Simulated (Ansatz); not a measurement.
The parent structure is GaN in the rock salt structure (space group Fm-3m, No. 225; a = 4.2195 Å).

Perturbation: 0.0939 electrons added to each cell, a density of 5.0×10^21 cm⁻³, with a uniform compensating background at fixed cell and a 300 K Fermi–Dirac width.

Computed with PBEsol in Ansatz (plane waves to 420 eV, PAW, scalar-relativistic without spin-orbit coupling).

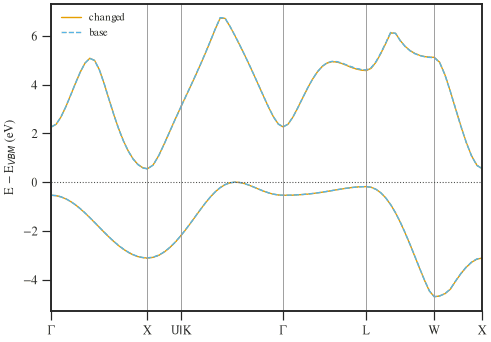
*Highest valence and lowest conduction band along the path, each from its own valence-band maximum*

### Question
From the figure, how large is the changed gap, and is it direct?

### Answer
About 0.6 eV, indirect, K–Γ (52 % along) → X.

Carriers are added with a uniform compensating background; total energy and stress of such cells depend on the potential's zero and are not compared; many-body gap narrowing is missing at this level. Stability against distortions was not tested. This is not the structure that GaN has at room temperature and ambient pressure.

Ansatz is an electronic-structure program.
